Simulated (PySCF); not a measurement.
## A study: CH$_{5}$NSSi$_{2}$, SMILES `N#C[SiH2]S[SiH3]`

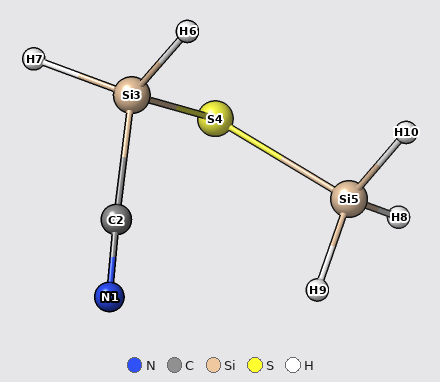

The molecule, with its atoms numbered as below. No frequency check shows the geometry to be a minimum.

Cartesian coordinates (Å):

```
N1      -2.3867   -1.6298   -0.3523
C2      -1.9037   -0.6286   -0.0756
Si3     -1.0539    0.9753    0.3632
S4       0.9154    0.9336   -0.4817
Si5      1.7913   -0.9127    0.2141
H6      -0.9997    1.0239    1.8200
H7      -1.7356    2.0714   -0.2998
H8       3.0802   -0.9079   -0.4527
H9       0.9146   -2.0012   -0.1893
H10      1.8993   -0.8198    1.6657
```

## 1. Bonding charge

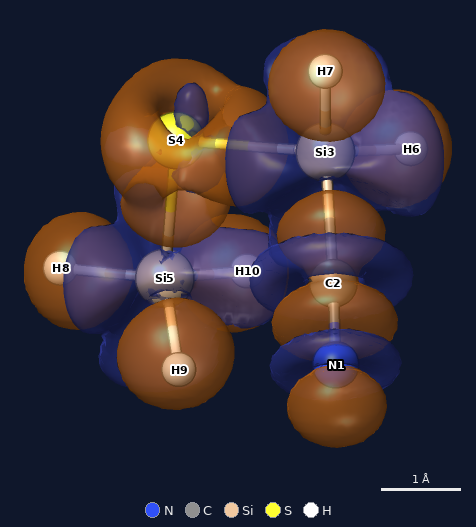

Deformation density (molecule less spherical, spin-averaged free atoms at the same positions), surfaces at ±0.04 e/Å³; orange: gain, blue: loss.

Level of theory: ωB97X/cc-pVTZ (PySCF), at a geometry from GFN2-xTB.

Question: How much density has each bond gained at its critical point, relative to the free atoms?

Answer: N1–C2: +1.07 e/Å³ at the bond critical point (bond length 1.15 Å, Mayer order 3.1). Si3–H7: +0.26 e/Å³ at the bond critical point (bond length 1.45 Å, Mayer order 1.0). Si3–H6: +0.26 e/Å³ at the bond critical point (bond length 1.46 Å, Mayer order 1.0). Si5–H9: +0.25 e/Å³ at the bond critical point (bond length 1.46 Å, Mayer order 1.0). Si5–H8: +0.25 e/Å³ at the bond critical point (bond length 1.45 Å, Mayer order 1.0). Si5–H10: +0.24 e/Å³ at the bond critical point (bond length 1.46 Å, Mayer order 1.0). C2–Si3: +0.12 e/Å³ at the bond critical point (bond length 1.87 Å, Mayer order 0.9). Si3–S4: +0.11 e/Å³ at the bond critical point (bond length 2.14 Å, Mayer order 1.2). S4–Si5: +0.08 e/Å³ at the bond critical point (bond length 2.16 Å, Mayer order 1.1); up to 0.6 Å beside the axis the gain reaches +0.23 e/Å³. In all, 2.8 electrons gather in the regions of gain relative to the promolecule. A small or negative value marks a very polar bond, one between electron-rich atoms, whose free-atom densities already overlap strongly, a long bond to a heavier atom, or a closed-shell contact such as a hydrogen bond.

Question: Where do the Hirshfeld charges lie?

Answer: The highest Hirshfeld charge is on Si3 (+0.38 e), the lowest on N1 (−0.19 e).

| atom | charge (e) |
| --- | --- |
| N1 | −0.19 |
| C2 | −0.04 |
| Si3 | +0.38 |
| S4 | −0.17 |
| Si5 | +0.32 |
| H6 | −0.06 |
| H7 | −0.05 |
| H8 | −0.06 |
| H9 | −0.07 |
| H10 | −0.07 |

## 2. Bond critical points

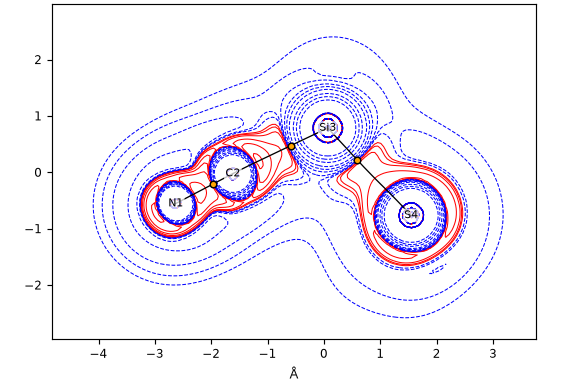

Negative Laplacian of the density (−∇²ρ) in the plane of N1, C2, Si3 and S4 (solid red lines positive, dashed blue lines negative, contours at ±0.02 to ±8 a.u.), with bond paths and bond critical points (dots).

Question: Sort the bonds in the plane by the sign of ∇²ρ at their critical points.

Answer: Concentrated (∇²ρ < 0): N1–C2 (−0.11 a.u.). Depleted (∇²ρ > 0): C2–Si3 (+0.29 a.u., H = −0.061); Si3–S4 (+0.09 a.u., H = −0.063). A positive Laplacian with clearly negative H marks a strongly polar covalent bond, whose critical point lies close to the core of the less electronegative atom.

Question: Where along N1–C2 does the critical point lie?

Answer: 0.75 Å from N1 and 0.40 Å from C2.

## 3. Local ionisation energy

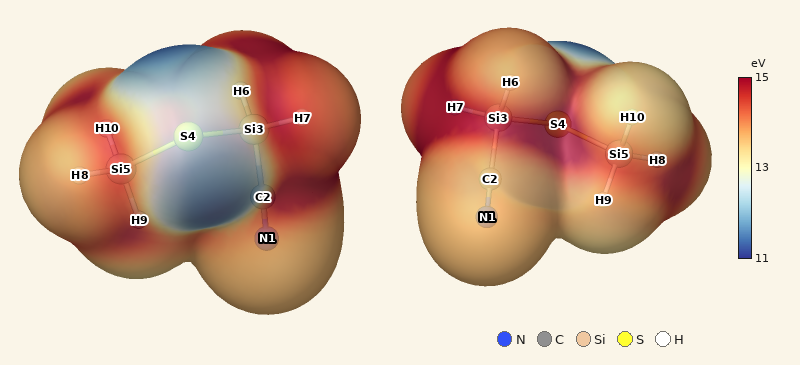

Average local ionisation energy on the surface of electron density 0.001 a.u. (back view left, front view right).

Question: Where are the most loosely bound electrons on this surface?

Answer: The lowest value is 11.3 eV, 2.3 Å from S4. Further minima include 13.3 eV, 1.5 Å from H10; 13.3 eV, 1.5 Å from H9; 13.6 eV, off the N1–C2 bond (1.9 to 2.1 Å from its atoms). For comparison, the highest occupied orbital lies at −10.2 eV.

Question: What volume does the surface enclose, and what is the dipole moment?

Answer: About 156 Å³; the dipole moment is 2.7 D.

## 4. Excited states

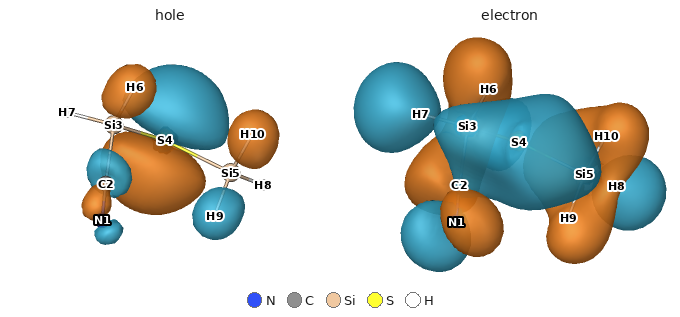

Leading natural transition orbital pair of S₃ (TDA singlet states); the surfaces enclose about 85 % of each orbital's density.

Method: CAM-B3LYP/6-311G**; geometry: GFN2-xTB; program: PySCF. Without diffuse functions Rydberg states are missing, so the states' numbers hold for this basis only.

Question: Give its energy and the atoms that hole and electron lie on.

Answer: 6.58 eV (188 nm), f = 0.001 (very weak); the leading pair carries 99 %; hole on S4 (74 %) and Si3 and Si5 (7 % each), electron on Si3 (26 %), Si5 (16 %) and C2 (13 %); their centroids lie 1.6 Å apart. In canonical orbitals it is mainly HOMO → LUMO+1 (86 %). The HOMO–LUMO gap is 8.99 eV.

## 5. Localised orbitals

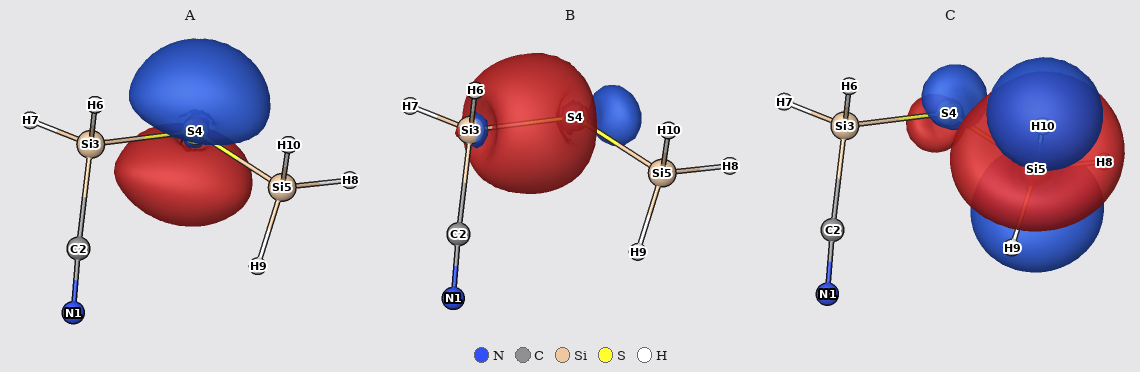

Intrinsic bond orbitals (IBO), occupied and valence-virtual; each surface holds about 80 % of the orbital's density. Energies are diagonal elements of the Fock matrix.

Level of theory: PBE0/def2-TZVP (PySCF), at a geometry from GFN2-xTB.

Question: What does each orbital represent in a Lewis picture?

Answer: By panel:
- A: lone pair on S4 (p-type) (S4 93 %; −8.2 eV)
- B: σ bond S4–Si3 (S4 64 %, Si3 35 %; −14.1 eV)
- C: σ* orbital Si5–H10 (Si5 54 %, H10 44 %; 5.0 eV)

Question: How do all the valence pairs divide up?

Answer: 14 pairs: 9 σ bonds, 3 lone pairs and 2 two-centre π bonds.
